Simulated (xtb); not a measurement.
# Run report: MoSF4, geometry relaxation (part 3 of 3)

MoSF4, SMILES [F][Mo]([F])([F])([F])=[S]; GFN1-xTB, ddCOSMO solvent methanol (xtb 6.7.1). 

Geometry of the input (Å):
```
Mo -0.0299  0.0136  -0.1221
S  0.0062  -0.0263  2.0839
F  1.7661  -0.0113  -0.5114
F  -0.0164  1.6944  -0.4883
F  -1.7214  -0.0191  -0.4468
F  -0.0096  -1.7433  -0.5126
```

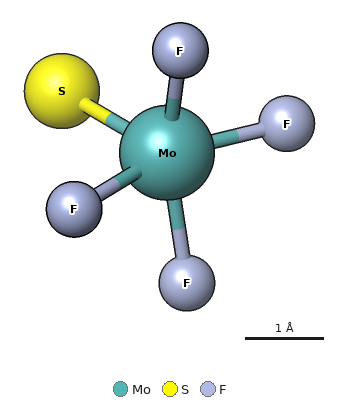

*The structure as given in the input (ball-and-stick view, seen at a tilt). Sticks mark near contacts.*

### Key numbers

| quantity | value |
| --- | --- |
| outcome | converged |
| electrons treated | 40 |
| total energy | −26.583715 hartree |
| dispersion energy | −0.002167 hartree |
| solvation energy | −0.018276 hartree |
| basis functions | 36 |
| HOMO | −12.12 eV |
| LUMO | −8.03 eV |
| dipole moment | 2.05 D |
| hardware | 1 thread of AMD EPYC (Zen 5), 176 GiB of memory available, shared host |
| peak memory | 0.075 GiB |
